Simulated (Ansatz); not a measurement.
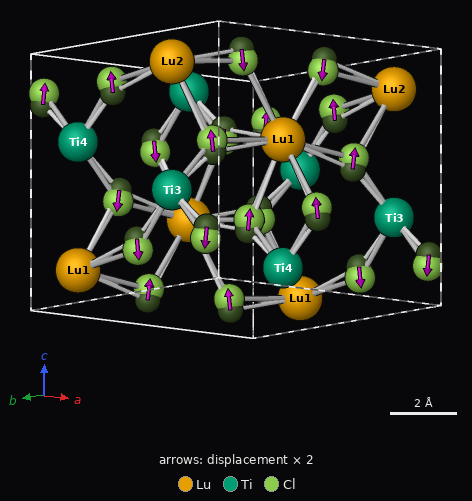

This is a relaxation of a crystal of LuTiCl4 (a generated structure, set up in I4_1/amd). The starting structure is drawn faded, the final one solid; purple arrows show the displacements, 2 times their true length.

A ball-and-stick model of the conventional cell (2 times the calculation's cell), seen from a free direction. Lengths and directions refer to the drawn axes.

The start is a swapped structure.

Method: DFT, PAW plane waves, r2SCAN (Ansatz 0.2.0).

The input:
```yaml
crystal:
  lattice:
    - [-4.47101086, 4.47101086, 3.98837446]
    - [4.47101086, -4.47101086, 3.98837446]
    - [4.47101086, 4.47101086, -3.98837446]
  atoms:
    - { symbol: Lu, position: [0.875, 0.125, 0.75] }
    - { symbol: Lu, position: [0.125, 0.875, 0.25] }
    - { symbol: Ti, position: [0.625, 0.375, 0.25] }
    - { symbol: Ti, position: [0.375, 0.625, 0.75] }
    - { symbol: Cl, position: [0.6427, 0.2066, 0.4361] }
    - { symbol: Cl, position: [0.2066, 0.2705, 0.5639] }
    - { symbol: Cl, position: [0.2705, 0.2066, 0.0639] }
    - { symbol: Cl, position: [0.2066, 0.6427, 0.9361] }
    - { symbol: Cl, position: [0.3573, 0.7934, 0.5639] }
    - { symbol: Cl, position: [0.7934, 0.3573, 0.0639] }
    - { symbol: Cl, position: [0.7295, 0.7934, 0.9361] }
    - { symbol: Cl, position: [0.7934, 0.7295, 0.4361] }
  symmetry: { tolerance: 0.0003 }
kpoints:
  mp_grid: { grid: [5, 5, 5], shift: [0, 0, 0] }
magnetization:
  spin_polarized: false
scf:
  occupations: { method: gaussian, width: 0.1477 }
  lower_state_search: "off"
hamiltonian:
  pseudopotentials: { kind: paw }
  xc: r2scan
basis:
  ecutwfc: 500
  fft_grid_basis: typed
relax:
  max_steps: 80
  f_tol: 0.03
output:
  forces: true
  stress: true
  eigenvalues: true
  bader: true
  populations: true
  elf: true
  write_potential: true
  volumetric_format: npy
  dos:
    e_range: [-12, 8]
    de: 0.05
    projected: { site_lists: { Cl: [Cl], Lu: [Lu], Ti: [Ti] } }
  write_density: true
checkpoint:
  read: saved_state
```

Launched with:
```bash
ansatz run input.yaml --threads 2 --pin off --max-ram 3584MiB --backend cpu --events-out ev --progress --plain --runs-dir out
```

Q: Which element moves most?

A: Chlorine: up to 0.35 Å, against 0.00 Å for lutetium.

Q: Describe the change and its energy.

A: Over 6 accepted moves (7 points after the start) the energy falls by 271 meV per atom. The largest force component goes from 2.6 to 0.0051 eV/Å. The line search rejected the trial step at point 5 of the run. The largest moves, 0.35 Å, are those of 8 atoms (Cl5, Cl6, Cl7, Cl8 and others). Cl10 goes roughly along +c. Lu and Ti stay in place. The cell doesn't change. Some distances before and after: Lu1–Cl11 3.125 → 2.807 Å, Ti3–Cl10 2.139 → 2.336 Å, Lu1–Cl10 2.881 → 2.875 Å. Bond angles that change, for instance: Cl6–Ti4–Cl8 102.2° → 87.3°, Lu2–Cl9–Ti4 154.1° → 139.7°, Lu1–Cl9–Lu2 109.1° → 119.0°. The space group stays I4_1/amd (No. 141).
